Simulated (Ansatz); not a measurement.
The starting structures come from a database of crystals and need not be the phases stable at ambient conditions.

 Where the default PAW files enter, the runs use the earlier of Ansatz's two default sets.

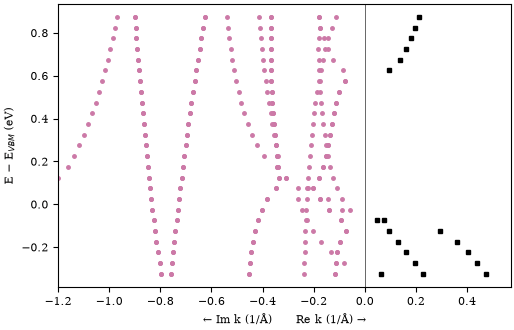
Figure. Complex bands at the centre of the two-dimensional zone; PBEsol in Ansatz (an electronic-structure program)

The gap is the functional's own, uncorrected, and κ follows it; spin-orbit coupling is left out. Mid-gap values are interpolated between the computed energies.

Problem. This is HgSe (P3_221, not sure to be the ambient phase, 6 atoms a cell, 25.8 Å³ an atom) along the normal of (110). Read off the slowest decay at the centre of the two-dimensional zone at 0.33 eV, the computed energy nearest the middle of the gap.

Solution. κ ≈ 0.14 1/Å, a decay length 1/(2κ) of the density of 3.6 Å.
